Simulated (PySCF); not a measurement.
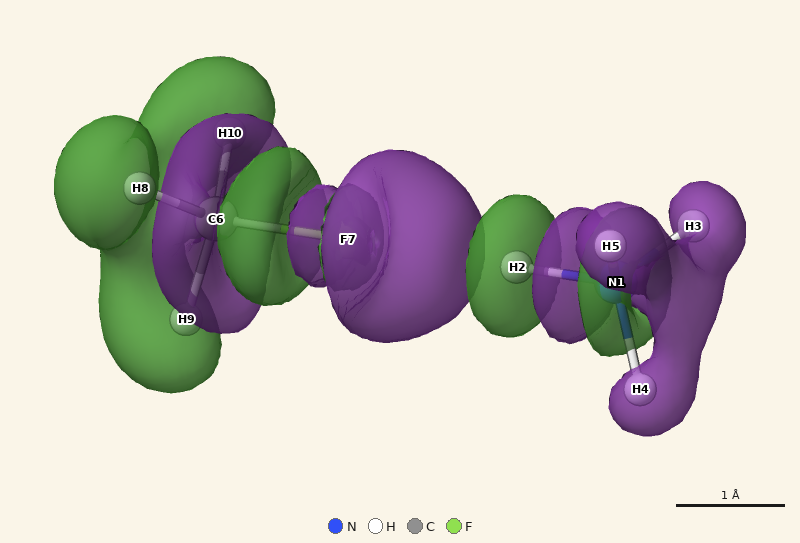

Figure 1: CH7FN, charge +1, SMILES `[NH4+].CF`. Density of the complex less the densities of the two fragments at the same geometry, ±0.006 e/Å³ (purple: gain, green: loss). Fragment A: NH4(+1) (atoms 1–5); fragment B: H3CF.

Computed with PySCF, B3LYP/cc-pVDZ, geometry: GFN2-xTB.

Question: How is the density rearranged on binding?

Answer: Hirshfeld charges show 0.033 e passing from B to A. By Hirshfeld charges, electrons gather most on F7 (−0.040 e) and leave H8, H9 and H10 alike most (+0.018 e); 0.14 e is displaced in all.

Question: What is the interaction energy, and which contacts carry it?

Answer: The counterpoise-corrected interaction energy of the frozen fragments is −15.2 kcal/mol without dispersion correction and −15.9 kcal/mol with D3(BJ). The pair geometry is semi-empirical, not a minimum at this level. Contacts: H2···F7, hydrogen bond, 1.77 Å, ρ = 0.029 a.u. The pose is a local one from a semi-empirical search, not shown to be the most stable.

Run time: 17 s on 1 thread of Intel(R) Xeon(R) Platinum 8259CL CPU @ 2.50GHz (Skylake/Cascade Lake), on a shared host, peak memory 0.36 GiB.
